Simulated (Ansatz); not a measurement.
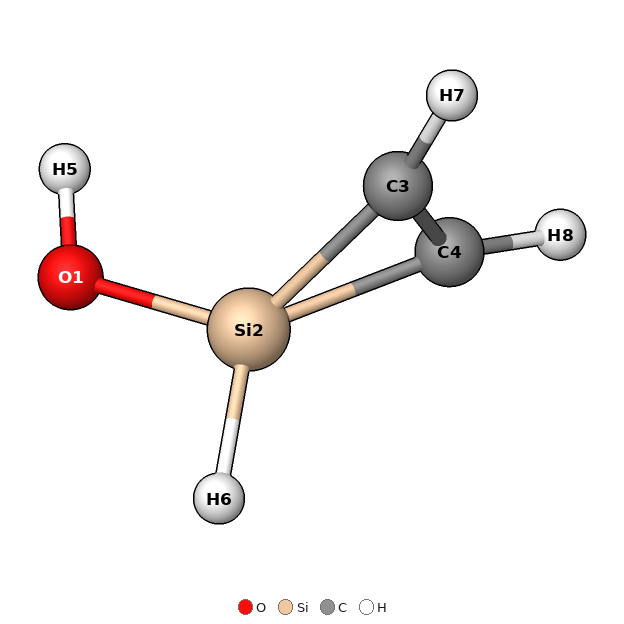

Harmonic vibrations computed with RKS PBE0-D4/def2-TZVP (Ansatz 0.2.0) at a stationary point of the same level.

**Minimum or transition state?**

A minimum: no imaginary frequency, and the lowest mode lies at 251 cm⁻¹.

**List the wavenumbers.**

18 modes: 251, 287, 347, 644, 661, 727, 745, 817, 906, 927, 984, 1018, 1175, 1512, 2291, 3175, 3196, 3913 cm⁻¹.
